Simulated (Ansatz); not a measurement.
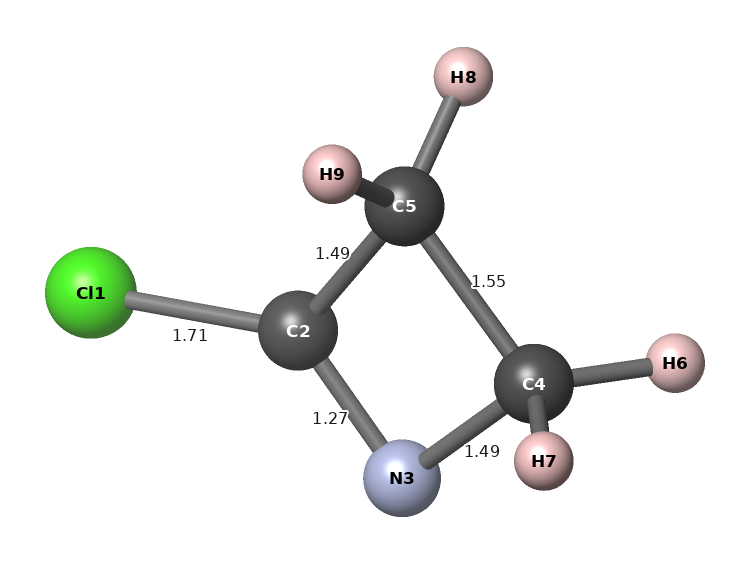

Bond lengths are marked in Å; every bond is drawn as one stick. The computed structure is the end point of a PBE0-D4/def2-TZVP optimisation.

Q: Assign a bond order to each marked bond.

A: Cl1–C2 single; C2–N3 double; C2–C5 single; N3–C4 single; C4–C5 single.

Q: Write the SMILES.

A: ClC1=NCC1
